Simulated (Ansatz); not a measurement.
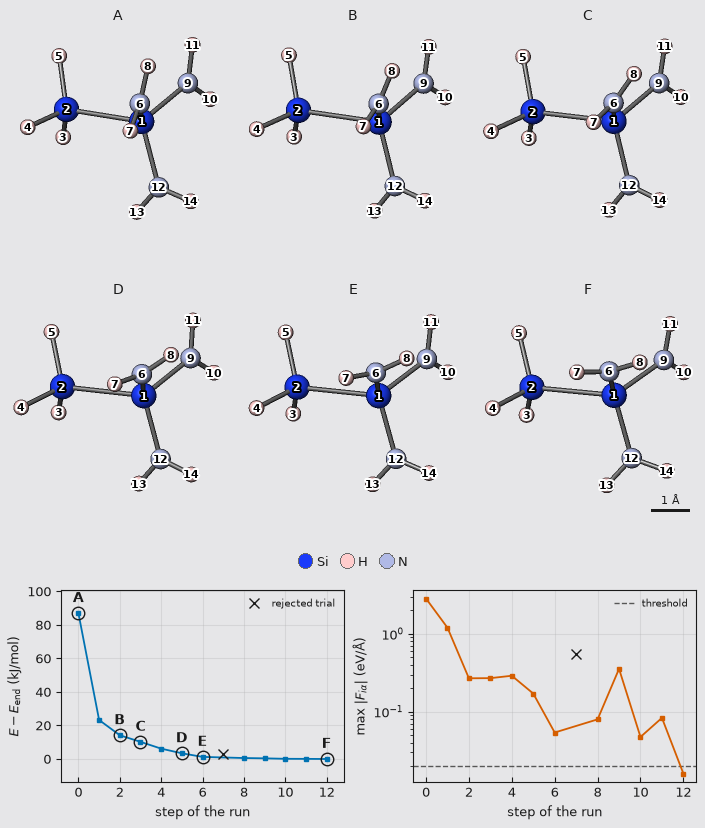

Frames of a relaxation of Si2N3H9, marked on the history of the run. Style: ball-and-stick. Shown from a free direction.

The run prepares the start of a later molecular dynamics calculation, from a guessed geometry.

Computed with Ansatz 0.2.0, RKS B3LYP-D4/6-31G.

Input file:
```yaml
crystal:
  periodic: [false, false, false]
  atoms:
    - { symbol: Si, position_ang: [0.0, 0.0, 0.0] }
    - { symbol: Si, position_ang: [0.0, 0.0, 2.22] }
    - { symbol: H, position_ang: [-1.3148, -0.4067, 2.7074] }
    - { symbol: H, position_ang: [1.0096, -0.9353, 2.7074] }
    - { symbol: H, position_ang: [0.3052, 1.342, 2.7074] }
    - { symbol: "N", position_ang: [1.7163, 0.0, -0.6061] }
    - { symbol: H, position_ang: [2.2145, -0.918, -0.7868] }
    - { symbol: H, position_ang: [2.2175, 0.918, -0.7783] }
    - { symbol: "N", position_ang: [-0.8572, 1.4851, -0.6061] }
    - { symbol: H, position_ang: [-1.8773, 1.43, -0.8888] }
    - { symbol: H, position_ang: [-0.3367, 2.4058, -0.6766] }
    - { symbol: "N", position_ang: [-0.8572, -1.4851, -0.6061] }
    - { symbol: H, position_ang: [-1.3922, -2.1014, 0.0704] }
    - { symbol: H, position_ang: [-0.8219, -1.7344, -1.6357] }
basis:
  gaussian: { orbitals: "6-31G" }
hamiltonian:
  xc: b3lyp
  dispersion: d4
relax:
  f_tol: 0.02
  max_steps: 40
```

Launched with:
```bash
ansatz run input.yaml --threads 1 --pin off --max-ram 2048MiB --backend cpu --events-out ev --progress --plain --runs-dir out
```

Describe the path.

H7 moves most after the best rigid fit: 1.11 Å. By element the largest moves are H 1.11 Å, N 0.26 Å, Si 0.16 Å. Among the contacts that change: Si1–Si2 2.220 → 2.375 Å, Si1–N12 1.819 → 1.764 Å, N12–H13 1.060 → 1.009 Å, Si2–H3 1.460 → 1.506 Å. Bond angles that change, for instance: N6–Si1–N12 109.5° → 121.4°, Si2–Si1–N9 109.5° → 119.9°, N6–Si1–N9 109.5° → 103.0°. Groups turn about Si1–N6 by about 65°, Si1–N12 by about 25°. After 11 accepted moves (12 points after the start) the energy has fallen by 87.1 kJ/mol. The largest force component goes from 2.8 to 0.016 eV/Å. The line search rejected the trial step at point 7 of the run. From step 0 to 2: H8 moves most (0.27 Å), energy −72.9 kJ/mol. From step 2 to 3: H8 moves most (0.20 Å), energy −3.94 kJ/mol. From step 3 to 5: H7 moves most (0.40 Å), energy −6.83 kJ/mol. From step 5 to 6: H7 moves most (0.20 Å), energy −2.15 kJ/mol. From step 6 to 12: H atoms move most (0.21 Å), energy −1.25 kJ/mol.

```json
{"step": "0", "E − E(0), kJ/mol": "0.00", "largest force component, eV/Å": "2.8438", "note": ""}
{"step": "1", "E − E(0), kJ/mol": "-63.77", "largest force component, eV/Å": "1.2020", "note": ""}
{"step": "2", "E − E(0), kJ/mol": "-72.88", "largest force component, eV/Å": "0.2690", "note": ""}
{"step": "3", "E − E(0), kJ/mol": "-76.82", "largest force component, eV/Å": "0.2701", "note": ""}
{"step": "4", "E − E(0), kJ/mol": "-80.88", "largest force component, eV/Å": "0.2900", "note": ""}
{"step": "5", "E − E(0), kJ/mol": "-83.65", "largest force component, eV/Å": "0.1712", "note": ""}
{"step": "6", "E − E(0), kJ/mol": "-85.80", "largest force component, eV/Å": "0.0540", "note": ""}
{"step": "7", "E − E(0), kJ/mol": "-83.93", "largest force component, eV/Å": "0.5538", "note": "rejected"}
{"step": "8", "E − E(0), kJ/mol": "-86.48", "largest force component, eV/Å": "0.0798", "note": ""}
{"step": "9", "E − E(0), kJ/mol": "-86.66", "largest force component, eV/Å": "0.3556", "note": ""}
{"step": "10", "E − E(0), kJ/mol": "-86.94", "largest force component, eV/Å": "0.0474", "note": ""}
{"step": "11", "E − E(0), kJ/mol": "-86.98", "largest force component, eV/Å": "0.0833", "note": ""}
{"step": "12", "E − E(0), kJ/mol": "-87.05", "largest force component, eV/Å": "0.0160", "note": ""}
```

Limits of the set-up: the basis has no polarisation functions, which atoms past neon need.
